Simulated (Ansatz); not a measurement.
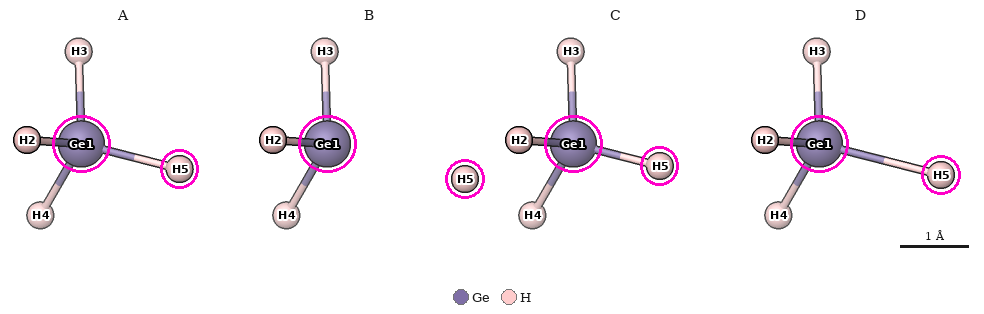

Energy scan for GeH4, in which the Ge1–H5 distance is varied, with the rest of the molecule carried along rigidly. The picture is a ball-and-stick view, seen from a free direction. The ringed atoms are those of the scanned coordinate.

Level of theory: r2SCAN-D4 (def2-TZVPP, Ansatz), on geometries moved rigidly from the minimum at PBE0-D4/def2-TZVP. Energies are counted from the PBE0-D4/def2-TZVP minimum geometry at the same level.

Order these geometries by energy, lowest first.

Answer. Lowest first: A (the distance 1.534 Å, 0.0 kJ/mol), C (the distance 1.350 Å, 34.7 kJ/mol), D (the distance 1.899 Å, 69.0 kJ/mol), B (the distance 2.148 Å, 144.4 kJ/mol). Over the whole scan: of the computed points the lowest is at the distance 1.534 Å, 0.0 kJ/mol. The curvature at the lowest point is about 17 eV/Å² (2.8 mdyn/Å). The well is steeper on the short side, as for any bond.
